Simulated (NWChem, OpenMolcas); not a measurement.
Exact exchange and the vertical energy of the triplet above the singlet of C3H5NO (methoxyacetonitrile)

The species is C3H5NO (10 atoms), meant as a singlet with charge 0. As SMILES, `COCC#N`. Geometry: relaxed at PBE0-D4/def2-TZVP. This is one conformer, not always the lowest.

The vertical energy of the triplet above the singlet y, in eV, basis cc-pVDZ; a is the functional's share of exact exchange. Programs: NWChem 7.3.0, OpenMolcas 26.06.

| functional | program | a | y (eV) |
| --- | --- | --- | --- |
| PBE | OpenMolcas | 0 | 6.16 |
| BLYP | OpenMolcas | 0 | 6.19 |
| B3LYP | NWChem | 0.2 | 6.69 |
| PBE0 | NWChem | 0.25 | ? |
| BHLYP | NWChem | 0.5 | 7.28 |

Task: Fit y = c + s·a to the known rows and predict PBE0.

Result: 
1. Means of the 4 rows: a = 0.1750, y = 6.580.
2. Σ(Δa)² = 0.1675, Σ(Δa·Δy) = 0.372, so the slope is 0.372/0.1675 = 2.2209.
3. Intercept: 6.580 − (2.2209) × 0.1750 = 6.191. The largest residual of the fit is 0.055.
4. PBE0: 6.191 + (2.2209) × 0.25 = 6.75 eV.

The run gave 6.76 eV, so the prediction is off by -0.01 eV, within the scatter of the fit.

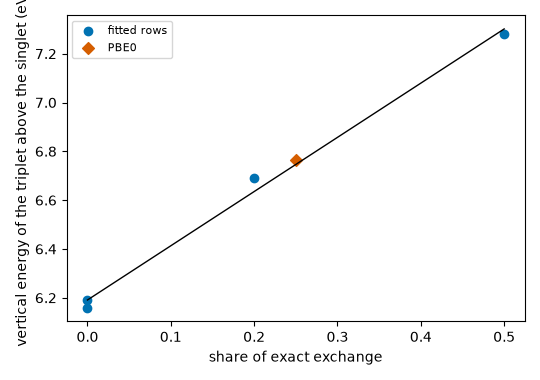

The fitted line, with the withheld row.
